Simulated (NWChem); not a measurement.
**Li2H2O2 ((LiOH)2 ring) at 6 levels**

Wanted: a comparison of 6 runs (HF/3-21G, B3LYP/def2-SVP, CAM-B3LYP/def2-SVP, B3LYP/6-31G*, PBE/pcseg-2) of Li2H2O2 ((LiOH)2 ring). 

The calculation is run with NWChem 7.3.0.

### 1 The system as given

Li2H2O2: 6 atoms, total charge 0, spin state singlet. The shape comes from GFN2-xTB, which is rough for such elements, and wasn't checked as a minimum.

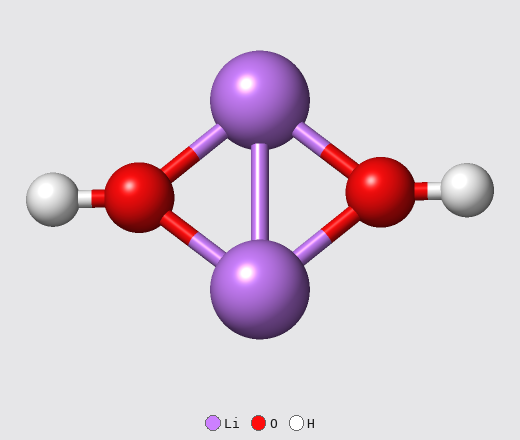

Viewed from a chosen angle; lithium purple, oxygen red, hydrogen white.

### 2 Energy and gradient at HF/3-21G (run 1)

nw.nw reads:

```
start nw
memory total 2200 mb

geometry noautosym nocenter noautoz
Li       0.807460      -0.194960       0.749300
O       -0.356790       1.105830       0.672450
Li      -0.805350       0.196950      -0.750290
O        0.357390      -1.105580      -0.672660
H       -0.608920       1.893940       1.149240
H        0.606200      -1.896180      -1.148040
end

basis spherical bse
* library 3-21G
end

scf
thresh 1e-08
maxiter 80
print low
end

task scf gradient
```

Run with:

```
$ nwchem nw.nw > nw.out
```

Output:

```text
[...]
  functions       =    40
[...]
  wavefunction    = RHF
[...]
         Total SCF energy =   -165.037634337411
      One-electron energy =   -344.654911696803
      Two-electron energy =    122.012729666981
 Nuclear repulsion energy =     57.604547692411
        Time for solution =      0.6s
[...]
                         RHF ENERGY GRADIENTS
    atom               coordinates                        gradient
                 x          y          z           x          y          z
   1 Li      1.525878  -0.368421   1.415972    0.004812  -0.001109   0.004464
   2 O      -0.674235   2.089716   1.270746   -0.002178   0.006529   0.003984
   3 Li     -1.521891   0.372182  -1.417843   -0.004771   0.001267  -0.004400
   4 O       0.675369  -2.089243  -1.271143    0.002021  -0.006255  -0.003768
   5 H      -1.150692   3.579028   2.171749    0.001224  -0.003821  -0.002330
   6 H       1.145552  -3.583261  -2.169481   -0.001109   0.003388   0.002050
 Task  times  cpu:        0.7s     wall:        0.7s
 Total times  cpu:        0.8s     wall:        0.8s
```

Wall time 1.8 s (1 thread of AMD EPYC 7R13 (Zen 3), shared host); peak memory 0.097 GiB.

### 3 Energy and gradient at B3LYP/def2-SVP (run 2)

struct.nw reads:

```
start struct
title "H2Li2O2"
memory 2200 mb
charge 0
geometry units angstroms noautosym nocenter noautoz
   Li       0.807460      -0.194960       0.749300
   O       -0.356790       1.105830       0.672450
   Li      -0.805350       0.196950      -0.750290
   O        0.357390      -1.105580      -0.672660
   H       -0.608920       1.893940       1.149240
   H        0.606200      -1.896180      -1.148040
end
basis "ao basis" spherical bse
   * library def2-SVP
end
dft
   xc b3lyp
   grid xfine
   convergence energy 1e-08
   iterations 100
   mulliken
   print low
end
task dft gradient
```

Run with:

```
$ nwchem struct.nw > struct.out
```

Output:

```text
[...]
 d= 0,ls=0.0,diis     1   -166.5524858039 -2.24D+02  5.36D-02  1.66D+00     1.1
[...]
 d= 0,ls=0.0,diis    10   -166.7389563167 -3.52D-12  1.08D-07  6.00D-11     8.2
         Total DFT energy =     -166.738956316696
      One electron energy =     -345.268298574638
           Coulomb energy =      142.839441437386
    Exchange-Corr. energy =      -21.914646871855
 Nuclear repulsion energy =       57.604547692411
[...]
      Total Density - Mulliken Population Analysis
     ---------------------------------------------
    Atom       Charge   Shell Charges
 -----------   ------   -------------------------------------------------------
    1 Li   3     2.48   1.99  0.19 -0.02  0.14  0.18
    2 O    8     8.67   1.99  1.04  0.74  2.87  2.02  0.00
    3 Li   3     2.48   1.99  0.19 -0.02  0.14  0.18
    4 O    8     8.67   1.99  1.04  0.74  2.87  2.02  0.00
    5 H    1     0.85   0.70  0.09  0.07
    6 H    1     0.85   0.69  0.09  0.07
[...]
                         DFT ENERGY GRADIENTS
    atom               coordinates                        gradient
                 x          y          z           x          y          z
   1 Li      1.525878  -0.368421   1.415972   -0.000160   0.000091  -0.000150
   2 O      -0.674235   2.089716   1.270746    0.000105  -0.000520  -0.000308
   3 Li     -1.521891   0.372182  -1.417843    0.000190   0.000051   0.000221
   4 O       0.675369  -2.089243  -1.271143   -0.000243   0.000822   0.000504
   5 H      -1.150692   3.579028   2.171749    0.001074  -0.003353  -0.002044
   6 H       1.145552  -3.583261  -2.169481   -0.000965   0.002910   0.001778
 Task  times  cpu:        9.6s     wall:        9.6s
 Total times  cpu:        9.7s     wall:        9.7s
```

Wall time 11 s (1 thread of AMD EPYC 7R13 (Zen 3), shared host); peak memory 0.13 GiB.

Run 3 isn't shown in full; the table further down has it.

### 4 Energy and gradient at B3LYP/6-31G(d) (spherical functions) (run 4)

work.nw reads:

```
start work
title "(LiOH)2 ring"
memory 2200 mb

geometry noautosym nocenter noautoz
Li    0.807460   -0.194960    0.749300
O    -0.356790    1.105830    0.672450
Li   -0.805350    0.196950   -0.750290
O     0.357390   -1.105580   -0.672660
H    -0.608920    1.893940    1.149240
H     0.606200   -1.896180   -1.148040
end

basis spherical bse
* library 6-31G*
end

dft
xc b3lyp
grid xfine
convergence energy 1e-08
iterations 100
mulliken
end

task dft gradient
```

Run with:

```
$ nwchem work.nw > work.out
```

Output:

```text
[...]
          Wavefunction type:  closed shell.
          No. of atoms     :     6
          No. of electrons :    24
[...]
          Charge           :     0
          Spin multiplicity:     1
[...]
          AO basis - number of functions:    60
[...]
              XC Information
              --------------
                         B3LYP Method XC Potential
                     Hartree-Fock (Exact) Exchange  0.200
                        Slater Exchange Functional  0.800 local
                    Becke 1988 Exchange Functional  0.720 non-local
              Lee-Yang-Parr Correlation Functional  0.810
                  VWN I RPA Correlation Functional  0.190 local
[...]
 d= 0,ls=0.0,diis     1   -166.6655637759 -2.24D+02  9.61D-02  1.61D+00     1.4
[...]
 d= 0,ls=0.0,diis    10   -166.8460266565 -7.42D-12  1.53D-07  6.33D-11    10.8
         Total DFT energy =     -166.846026656476
      One electron energy =     -345.246139470202
           Coulomb energy =      142.716589765874
    Exchange-Corr. energy =      -21.921024644559
 Nuclear repulsion energy =       57.604547692411
[...]
      Total Density - Mulliken Population Analysis
     ---------------------------------------------
    Atom       Charge   Shell Charges
 -----------   ------   -------------------------------------------------------
    1 Li   3     2.50   2.00  0.11  0.30  0.12 -0.07  0.05
    2 O    8     8.88   2.00  0.88  2.92  1.01  2.06  0.01
    3 Li   3     2.50   2.00  0.11  0.30  0.12 -0.07  0.05
    4 O    8     8.88   2.00  0.88  2.92  1.01  2.06  0.01
    5 H    1     0.62   0.49  0.13
    6 H    1     0.62   0.49  0.13
[...]
  wavefunction    = closed shell
                         DFT ENERGY GRADIENTS
    atom               coordinates                        gradient
                 x          y          z           x          y          z
   1 Li      1.525878  -0.368421   1.415972   -0.004348   0.001106  -0.004048
   2 O      -0.674235   2.089716   1.270746    0.000585  -0.001925  -0.001201
   3 Li     -1.521891   0.372182  -1.417843    0.004378  -0.000959   0.004119
   4 O       0.675369  -2.089243  -1.271143   -0.000736   0.002205   0.001400
   5 H      -1.150692   3.579028   2.171749    0.001542  -0.004860  -0.002939
   6 H       1.145552  -3.583261  -2.169481   -0.001421   0.004433   0.002669
[...]
```

Wall time 14 s (1 thread of AMD EPYC 7R13 (Zen 3), shared host); peak memory 0.13 GiB.

Run 5 isn't shown in full; the table further down has it.

### 5 Energy and gradient at PBE/pcseg-2 (run 6)

input.nw reads:

```
start input
memory stack 880 mb heap 220 mb global 1100 mb

geometry units atomic noautosym nocenter noautoz
  Li   1.52587826  -0.36842101   1.41597179
  O   -0.67423538   2.08971584   1.27074633
  Li  -1.52189093   0.37218156  -1.41784261
  O    0.67536922  -2.08924341  -1.27114317
  H   -1.15069203   3.57902790   2.17174885
  H    1.14555198  -3.58326088  -2.16948118
end

basis spherical bse
  * library pcseg-2
end

dft
  xc xpbe96 cpbe96
  grid fine
  convergence energy 1e-08
  iterations 100
  mulliken
end

task dft gradient
```

Run with:

```
$ nwchem input.nw > input.out
```

Output:

```text
[...]
          Wavefunction type:  closed shell.
          No. of atoms     :     6
          No. of electrons :    24
[...]
          Charge           :     0
          Spin multiplicity:     1
[...]
          AO basis - number of functions:   118
[...]
              XC Information
              --------------
          PerdewBurkeErnzerhof Exchange Functional  1.000
            Perdew 1991 LDA Correlation Functional  1.000 local
           PerdewBurkeErnz. Correlation Functional  1.000 non-local
[...]
 d= 0,ls=0.0,diis     1   -166.5010508580 -2.24D+02  3.89D-02  1.90D+00     2.2
[...]
 d= 0,ls=0.0,diis    10   -166.7143189079 -9.57D-09  4.90D-07  1.13D-08    18.3
         Total DFT energy =     -166.714318907863
      One electron energy =     -345.128389287600
           Coulomb energy =      142.454083153296
    Exchange-Corr. energy =      -21.644556331833
 Nuclear repulsion energy =       57.604543558273
[...]
      Total Density - Mulliken Population Analysis
     ---------------------------------------------
    Atom       Charge   Shell Charges
 -----------   ------   -------------------------------------------------------
    1 Li   3     2.50   2.04 -0.15  0.20  0.02  0.31  0.02  0.06
    2 O    8     8.66   2.00  0.61  0.84  0.26  2.03  1.96  0.96  0.00  0.00  0.00
    3 Li   3     2.50   2.04 -0.15  0.20  0.02  0.32  0.02  0.06
    4 O    8     8.66   2.00  0.61  0.84  0.26  2.03  1.96  0.96  0.00  0.00  0.00
    5 H    1     0.84   0.42  0.28  0.02  0.02  0.09  0.01
    6 H    1     0.84   0.42  0.28  0.02  0.02  0.09  0.01
[...]
  wavefunction    = closed shell
                         DFT ENERGY GRADIENTS
    atom               coordinates                        gradient
                 x          y          z           x          y          z
   1 Li      1.525878  -0.368421   1.415972   -0.003780   0.000962  -0.003518
   2 O      -0.674235   2.089716   1.270746    0.001308  -0.004215  -0.002568
   3 Li     -1.521891   0.372182  -1.417843    0.003806  -0.000833   0.003584
   4 O       0.675369  -2.089243  -1.271143   -0.001445   0.004512   0.002759
   5 H      -1.150692   3.579028   2.171749    0.001359  -0.004248  -0.002581
   6 H       1.145552  -3.583261  -2.169481   -0.001247   0.003823   0.002325
[...]
```

Run time: 25 s. Hardware: 1 thread of AMD EPYC 7R13 (Zen 3), shared host; peak memory 0.13 GiB.

### 6 All runs side by side

```tsv
run	level	iteration cap	module	energy (Eh)	largest force (eV/Å)	wall time
1	HF/3-21G	80	scf	-165.037634	0.409	1.8 s
2	B3LYP/def2-SVP	100	dft	-166.738956	0.209	11 s
3	CAM-B3LYP/def2-SVP	100	dft	-166.652086	0.130	15 s
4	B3LYP/6-31G* (spherical functions)	100	dft	-166.846027	0.313	14 s
5	B3LYP/6-31G* (Cartesian functions)	100	dft	-166.848385	0.322	15 s
6	PBE/pcseg-2	100	dft	-166.714319	0.282	25 s
```

### 7 Outcome

| quantity | value |
| --- | --- |
| run 6: total energy | -166.71432 Eh |
| run 6: dipole moment | 0.00 D |
| run 6: HOMO energy | -5.11 eV |
| run 6: LUMO energy | -0.83 eV |
| run 6: HOMO–LUMO gap | 4.28 eV |
| run 6: largest force on an atom | 0.282 eV/Å |

What this shows: Over runs 3, 4, 6 the HOMO–LUMO gap runs from 4.28 eV (PBE/pcseg-2) to 7.86 eV (CAM-B3LYP/def2-SVP). The two ends differ in method and basis. Totals of different functionals can't be ranked against each other. All runs together took 82 s, the longest 25 s.
